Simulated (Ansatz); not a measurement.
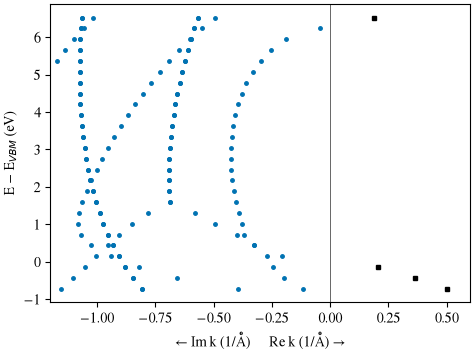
Fig. 1. Complex bands at the centre of the two-dimensional zone; r2SCAN run with Ansatz (a program for electronic structure)

The gap is the functional's own. No spin-orbit coupling. Mid-gap values are those at the computed energy nearest the middle.

Task: This is SiO₂ (P4_2/mnm, rutile, 6 atoms a cell, 7.9 Å³ an atom, -5 GPa at this level) along the normal of (100). Read off the slowest decay at the centre of the two-dimensional zone at 3.04 eV, the computed energy nearest the middle of the gap.

Result: κ ≈ 0.43 1/Å, a decay length 1/(2κ) of the density of 1.2 Å.
